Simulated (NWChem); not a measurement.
**Run report: SnCl2, energy and gradient calculation (part 2 of 3)**

Continued. System: SnCl2, SMILES [Cl][Sn][Cl]. Method: PBE/3-21G, RKS (NWChem 7.3.0). The geometry comes from this level: PBE0-D4/def2-TZVP.

Geometry of the input (Å):
```
Cl 1.1542  1.2207  0.7560
Sn -0.7969  0.5189  -0.3766
Cl -0.3682  -1.8045  -0.3926
```

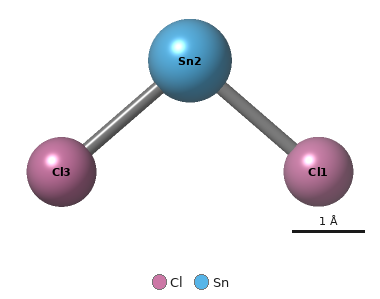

Fig. 1: The structure as given in the input (ball-and-stick view, seen on its broad side; atoms are numbered from 1 in the order of the input). Sticks mark near contacts.

The program's output, continued
```
 Vector    6  Occ=2.000000D+00  E=-9.995041D+01
              MO Center=  4.1D-01, -2.5D-01,  2.0D-01, r^2= 3.2D+00
   Bfn.  Coefficient  Atom+Function         Bfn.  Coefficient  Atom+Function
  ----- ------------  ---------------      ----- ------------  ---------------
     1      0.706973  1 Cl s                 45      0.686954  3 Cl s
     2      0.038484  1 Cl s                 46      0.037395  3 Cl s

 Vector    7  Occ=2.000000D+00  E=-9.995030D+01
              MO Center=  3.7D-01, -3.4D-01,  1.7D-01, r^2= 3.2D+00
   Bfn.  Coefficient  Atom+Function         Bfn.  Coefficient  Atom+Function
  ----- ------------  ---------------      ----- ------------  ---------------
    45     -0.706979  3 Cl s                  1      0.686960  1 Cl s
    46     -0.038451  3 Cl s                  2      0.037361  1 Cl s

 Vector    8  Occ=2.000000D+00  E=-2.914035D+01
              MO Center= -8.0D-01,  5.2D-01, -3.8D-01, r^2= 4.0D-02
   Bfn.  Coefficient  Atom+Function         Bfn.  Coefficient  Atom+Function
  ----- ------------  ---------------      ----- ------------  ---------------
    19      1.080031  2 Sn s                 15     -0.541460  2 Sn s
    14      0.149736  2 Sn s                 23     -0.056500  2 Sn s

 Vector    9  Occ=2.000000D+00  E=-2.484126D+01
              MO Center= -8.0D-01,  5.2D-01, -3.8D-01, r^2= 3.9D-02
   Bfn.  Coefficient  Atom+Function         Bfn.  Coefficient  Atom+Function
  ----- ------------  ---------------      ----- ------------  ---------------
    22      0.929176  2 Sn pz                20     -0.503652  2 Sn px
    18     -0.403083  2 Sn pz                16      0.218487  2 Sn px
    21     -0.099330  2 Sn py                17      0.043090  2 Sn py
    26      0.036893  2 Sn pz

 Vector   10  Occ=2.000000D+00  E=-2.483993D+01
              MO Center= -8.0D-01,  5.2D-01, -3.8D-01, r^2= 3.9D-02
   Bfn.  Coefficient  Atom+Function         Bfn.  Coefficient  Atom+Function
  ----- ------------  ---------------      ----- ------------  ---------------
    21      0.897938  2 Sn py                20      0.451877  2 Sn px
    17     -0.389542  2 Sn py                22      0.340926  2 Sn pz
    16     -0.196033  2 Sn px                18     -0.147900  2 Sn pz
    25      0.035850  2 Sn py

 Vector   11  Occ=2.000000D+00  E=-2.483875D+01
              MO Center= -8.0D-01,  5.2D-01, -3.8D-01, r^2= 3.9D-02
   Bfn.  Coefficient  Atom+Function         Bfn.  Coefficient  Atom+Function
  ----- ------------  ---------------      ----- ------------  ---------------
    20      0.817881  2 Sn px                21     -0.557290  2 Sn py
    22      0.383751  2 Sn pz                16     -0.354808  2 Sn px
    17      0.241760  2 Sn py                18     -0.166476  2 Sn pz
    24      0.032605  2 Sn px

 Vector   12  Occ=2.000000D+00  E=-1.757445D+01
              MO Center= -8.0D-01,  5.2D-01, -3.8D-01, r^2= 3.3D-02
   Bfn.  Coefficient  Atom+Function         Bfn.  Coefficient  Atom+Function
  ----- ------------  ---------------      ----- ------------  ---------------
    38      0.656196  2 Sn d  1              37      0.625139  2 Sn d  0
    39      0.271191  2 Sn d  2              36     -0.235392  2 Sn d -1
    35     -0.092132  2 Sn d -2              43      0.042578  2 Sn d  1
    42      0.040560  2 Sn d  0

 Vector   13  Occ=2.000000D+00  E=-1.757360D+01
              MO Center= -8.0D-01,  5.2D-01, -3.8D-01, r^2= 3.3D-02
   Bfn.  Coefficient  Atom+Function         Bfn.  Coefficient  Atom+Function
  ----- ------------  ---------------      ----- ------------  ---------------
    36      0.695792  2 Sn d -1              37      0.476926  2 Sn d  0
    35     -0.432118  2 Sn d -2              38     -0.215711  2 Sn d  1
    39     -0.120298  2 Sn d  2              41      0.044562  2 Sn d -1
    42      0.030545  2 Sn d  0              40     -0.027675  2 Sn d -2

 Vector   14  Occ=2.000000D+00  E=-1.757309D+01
              MO Center= -8.0D-01,  5.2D-01, -3.8D-01, r^2= 3.3D-02
   Bfn.  Coefficient  Atom+Function         Bfn.  Coefficient  Atom+Function
  ----- ------------  ---------------      ----- ------------  ---------------
    39      0.755946  2 Sn d  2              35      0.419305  2 Sn d -2
    38     -0.392949  2 Sn d  1              37      0.196906  2 Sn d  0
    36      0.134315  2 Sn d -1              44      0.049496  2 Sn d  2
    40      0.027454  2 Sn d -2              43     -0.025729  2 Sn d  1

 Vector   15  Occ=2.000000D+00  E=-1.757282D+01
              MO Center= -8.0D-01,  5.2D-01, -3.8D-01, r^2= 3.3D-02
   Bfn.  Coefficient  Atom+Function         Bfn.  Coefficient  Atom+Function
  ----- ------------  ---------------      ----- ------------  ---------------
    37      0.536823  2 Sn d  0              38     -0.492562  2 Sn d  1
    36     -0.483229  2 Sn d -1              39     -0.406166  2 Sn d  2
    35      0.173357  2 Sn d -2              42      0.034366  2 Sn d  0
    43     -0.031532  2 Sn d  1              41     -0.030935  2 Sn d -1
    44     -0.026002  2 Sn d  2

 Vector   16  Occ=2.000000D+00  E=-1.757187D+01
              MO Center= -8.0D-01,  5.2D-01, -3.8D-01, r^2= 3.3D-02
   Bfn.  Coefficient  Atom+Function         Bfn.  Coefficient  Atom+Function
  ----- ------------  ---------------      ----- ------------  ---------------
    35      0.747036  2 Sn d -2              36      0.410105  2 Sn d -1
    39     -0.366534  2 Sn d  2              38      0.291228  2 Sn d  1
    37      0.117813  2 Sn d  0              40      0.047875  2 Sn d -2
    41      0.026279  2 Sn d -1

 Vector   17  Occ=2.000000D+00  E=-9.097350D+00
              MO Center=  4.0D-01, -2.8D-01,  1.9D-01, r^2= 3.3D+00
   Bfn.  Coefficient  Atom+Function         Bfn.  Coefficient  Atom+Function
  ----- ------------  ---------------      ----- ------------  ---------------
     2      0.691883  1 Cl s                 46      0.686201  3 Cl s
     1     -0.216364  1 Cl s                 45     -0.214588  3 Cl s
     6      0.119057  1 Cl s                 50      0.118113  3 Cl s
    10     -0.065042  1 Cl s                 54     -0.064604  3 Cl s
    31      0.034825  2 Sn s

 Vector   18  Occ=2.000000D+00  E=-9.096910D+00
              MO Center=  3.9D-01, -3.0D-01,  1.8D-01, r^2= 3.3D+00
   Bfn.  Coefficient  Atom+Function         Bfn.  Coefficient  Atom+Function
  ----- ------------  ---------------      ----- ------------  ---------------
    46     -0.692107  3 Cl s                  2      0.686427  1 Cl s
    45      0.216409  3 Cl s                  1     -0.214632  1 Cl s
    50     -0.114934  3 Cl s                  6      0.113956  1 Cl s
    54      0.053342  3 Cl s                 10     -0.052808  1 Cl s

 Vector   19  Occ=2.000000D+00  E=-6.931269D+00
              MO Center=  4.1D-01, -2.5D-01,  2.0D-01, r^2= 3.3D+00
   Bfn.  Coefficient  Atom+Function         Bfn.  Coefficient  Atom+Function
  ----- ------------  ---------------      ----- ------------  ---------------
    48      0.669142  3 Cl py                 3      0.565773  1 Cl px
     5      0.331132  1 Cl pz                 4      0.228808  1 Cl py
    47     -0.102531  3 Cl px                52      0.064122  3 Cl py
     7      0.054097  1 Cl px                 9      0.031690  1 Cl pz

 Vector   20  Occ=2.000000D+00  E=-6.931129D+00
              MO Center=  3.8D-01, -3.3D-01,  1.7D-01, r^2= 3.3D+00
   Bfn.  Coefficient  Atom+Function         Bfn.  Coefficient  Atom+Function
  ----- ------------  ---------------      ----- ------------  ---------------
    48      0.684964  3 Cl py                 3     -0.555069  1 Cl px
     5     -0.323742  1 Cl pz                 4     -0.213951  1 Cl py
    47     -0.113848  3 Cl px                52      0.065037  3 Cl py
     7     -0.052772  1 Cl px                 9     -0.030758  1 Cl pz

 Vector   21  Occ=2.000000D+00  E=-6.925888D+00
              MO Center=  4.4D-01, -1.9D-01,  2.2D-01, r^2= 3.2D+00
   Bfn.  Coefficient  Atom+Function         Bfn.  Coefficient  Atom+Function
  ----- ------------  ---------------      ----- ------------  ---------------
     5      0.619902  1 Cl pz                49      0.580911  3 Cl pz
     3     -0.336013  1 Cl px                47     -0.314878  3 Cl px
     4     -0.066268  1 Cl py                48     -0.062100  3 Cl py
     9      0.057377  1 Cl pz                53      0.053787  3 Cl pz
     7     -0.031101  1 Cl px                51     -0.029155  3 Cl px

 Vector   22  Occ=2.000000D+00  E=-6.925833D+00
              MO Center=  3.4D-01, -3.9D-01,  1.4D-01, r^2= 3.2D+00
   Bfn.  Coefficient  Atom+Function         Bfn.  Coefficient  Atom+Function
  ----- ------------  ---------------      ----- ------------  ---------------
    49     -0.619952  3 Cl pz                 5      0.580964  1 Cl pz
    47      0.336039  3 Cl px                 3     -0.314906  1 Cl px
    48      0.066273  3 Cl py                 4     -0.062105  1 Cl py
    53     -0.057099  3 Cl pz                 9      0.053490  1 Cl pz
    51      0.030950  3 Cl px                 7     -0.028994  1 Cl px

 Vector   23  Occ=2.000000D+00  E=-6.923922D+00
              MO Center=  4.0D-01, -2.8D-01,  1.9D-01, r^2= 3.3D+00
   Bfn.  Coefficient  Atom+Function         Bfn.  Coefficient  Atom+Function
  ----- ------------  ---------------      ----- ------------  ---------------
     4      0.647976  1 Cl py                47      0.591896  3 Cl px
    49      0.329683  3 Cl pz                 3     -0.229875  1 Cl px
    48      0.082798  3 Cl py                 8      0.060749  1 Cl py
     5     -0.055333  1 Cl pz                51      0.055386  3 Cl px
    53      0.030879  3 Cl pz

 Vector   24  Occ=2.000000D+00  E=-6.923585D+00
              MO Center=  3.9D-01, -3.1D-01,  1.8D-01, r^2= 3.3D+00
   Bfn.  Coefficient  Atom+Function         Bfn.  Coefficient  Atom+Function
  ----- ------------  ---------------      ----- ------------  ---------------
     4      0.644753  1 Cl py                47     -0.596815  3 Cl px
    49     -0.333521  3 Cl pz                 3     -0.219362  1 Cl px
    48     -0.093753  3 Cl py                 8      0.058792  1 Cl py
    51     -0.054524  3 Cl px                 5     -0.049979  1 Cl pz
    53     -0.030449  3 Cl pz

 Vector   25  Occ=2.000000D+00  E=-4.624140D+00
              MO Center= -7.9D-01,  5.1D-01, -3.7D-01, r^2= 2.3D-01
   Bfn.  Coefficient  Atom+Function         Bfn.  Coefficient  Atom+Function
  ----- ------------  ---------------      ----- ------------  ---------------
    23      1.125704  2 Sn s                 19      0.637039  2 Sn s
    15     -0.253369  2 Sn s                 14      0.066267  2 Sn s

 Vector   26  Occ=2.000000D+00  E=-3.207188D+00
              MO Center= -7.9D-01,  5.2D-01, -3.8D-01, r^2= 2.7D-01
   Bfn.  Coefficient  Atom+Function         Bfn.  Coefficient  Atom+Function
  ----- ------------  ---------------      ----- ------------  ---------------
    26      1.001485  2 Sn pz                22     -0.581152  2 Sn pz
    24     -0.542846  2 Sn px                20      0.315009  2 Sn px
    18      0.170454  2 Sn pz                25     -0.107060  2 Sn py
    16     -0.092393  2 Sn px                21      0.062126  2 Sn py
    30     -0.033096  2 Sn pz

 Vector   27  Occ=2.000000D+00  E=-3.204151D+00
              MO Center= -7.9D-01,  5.2D-01, -3.8D-01, r^2= 2.7D-01
   Bfn.  Coefficient  Atom+Function         Bfn.  Coefficient  Atom+Function
  ----- ------------  ---------------      ----- ------------  ---------------
    25      0.967431  2 Sn py                21     -0.561447  2 Sn py
    24      0.486885  2 Sn px                26      0.367331  2 Sn pz
    20     -0.282563  2 Sn px                22     -0.213180  2 Sn pz
    17      0.164675  2 Sn py                16      0.082877  2 Sn px
    18      0.062527  2 Sn pz                29     -0.033129  2 Sn py

 Vector   28  Occ=2.000000D+00  E=-3.200637D+00
              MO Center= -8.0D-01,  5.2D-01, -3.8D-01, r^2= 2.7D-01
   Bfn.  Coefficient  Atom+Function         Bfn.  Coefficient  Atom+Function
  ----- ------------  ---------------      ----- ------------  ---------------
    24      0.881243  2 Sn px                25     -0.600504  2 Sn py
    20     -0.511386  2 Sn px                26      0.413476  2 Sn pz
    21      0.348473  2 Sn py                22     -0.239940  2 Sn pz
    16      0.149989  2 Sn px                17     -0.102206  2 Sn py
    18      0.070374  2 Sn pz                28     -0.029707  2 Sn px

 Vector   29  Occ=2.000000D+00  E=-1.070796D+00
              MO Center= -7.9D-01,  5.2D-01, -3.7D-01, r^2= 4.0D-01
   Bfn.  Coefficient  Atom+Function         Bfn.  Coefficient  Atom+Function
  ----- ------------  ---------------      ----- ------------  ---------------
    43      0.678523  2 Sn d  1              42      0.655879  2 Sn d  0
    44      0.309446  2 Sn d  2              41     -0.274249  2 Sn d -1
    38     -0.241808  2 Sn d  1              37     -0.233737  2 Sn d  0
    40     -0.142568  2 Sn d -2              39     -0.110277  2 Sn d  2
    36      0.097734  2 Sn d -1              35      0.050805  2 Sn d -2

 Vector   30  Occ=2.000000D+00  E=-1.068914D+00
              MO Center= -7.8D-01,  5.1D-01, -3.7D-01, r^2= 4.3D-01
   Bfn.  Coefficient  Atom+Function         Bfn.  Coefficient  Atom+Function
  ----- ------------  ---------------      ----- ------------  ---------------
    44      0.797852  2 Sn d  2              40      0.442488  2 Sn d -2
    43     -0.414592  2 Sn d  1              39     -0.284369  2 Sn d  2
    42      0.207916  2 Sn d  0              35     -0.157711  2 Sn d -2
    38      0.147768  2 Sn d  1              41      0.141702  2 Sn d -1
    37     -0.074105  2 Sn d  0              10      0.053246  1 Cl s

 Vector   31  Occ=2.000000D+00  E=-1.068138D+00
              MO Center= -8.0D-01,  5.2D-01, -3.8D-01, r^2= 3.8D-01
   Bfn.  Coefficient  Atom+Function         Bfn.  Coefficient  Atom+Function
  ----- ------------  ---------------      ----- ------------  ---------------
    41      0.742585  2 Sn d -1              42      0.509037  2 Sn d  0
    40     -0.461185  2 Sn d -2              36     -0.264583  2 Sn d -1
    43     -0.230246  2 Sn d  1              37     -0.181370  2 Sn d  0
    35      0.164320  2 Sn d -2              44     -0.128410  2 Sn d  2
    38      0.082037  2 Sn d  1              39      0.045753  2 Sn d  2

 Vector   32  Occ=2.000000D+00  E=-1.065276D+00
              MO Center= -8.0D-01,  5.2D-01, -3.8D-01, r^2= 3.8D-01
   Bfn.  Coefficient  Atom+Function         Bfn.  Coefficient  Atom+Function
  ----- ------------  ---------------      ----- ------------  ---------------
    42      0.572959  2 Sn d  0              43     -0.525728  2 Sn d  1
    41     -0.515805  2 Sn d -1              44     -0.433517  2 Sn d  2
    37     -0.204136  2 Sn d  0              38      0.187308  2 Sn d  1
    40      0.185051  2 Sn d -2              36      0.183773  2 Sn d -1
    39      0.154455  2 Sn d  2              35     -0.065931  2 Sn d -2

 Vector   33  Occ=2.000000D+00  E=-1.062648D+00
              MO Center= -8.0D-01,  5.2D-01, -3.8D-01, r^2= 3.9D-01
   Bfn.  Coefficient  Atom+Function         Bfn.  Coefficient  Atom+Function
  ----- ------------  ---------------      ----- ------------  ---------------
    40      0.790074  2 Sn d -2              41      0.422659  2 Sn d -1
    44     -0.374103  2 Sn d  2              43      0.349465  2 Sn d  1
    35     -0.281486  2 Sn d -2              42      0.162924  2 Sn d  0
    36     -0.150584  2 Sn d -1              39      0.133284  2 Sn d  2
    38     -0.124508  2 Sn d  1              37     -0.058048  2 Sn d  0

 Vector   34  Occ=2.000000D+00  E=-7.525077D-01
              MO Center=  2.6D-01, -2.0D-01,  1.2D-01, r^2= 3.4D+00
   Bfn.  Coefficient  Atom+Function         Bfn.  Coefficient  Atom+Function
  ----- ------------  ---------------      ----- ------------  ---------------
     6      0.392310  1 Cl s                 50      0.392189  3 Cl s
    10      0.351976  1 Cl s                 54      0.351869  3 Cl s
     2     -0.321552  1 Cl s                 46     -0.321454  3 Cl s
    27     -0.155300  2 Sn s                 23      0.092602  2 Sn s
    52      0.067903  3 Cl py                28     -0.060905  2 Sn px
```
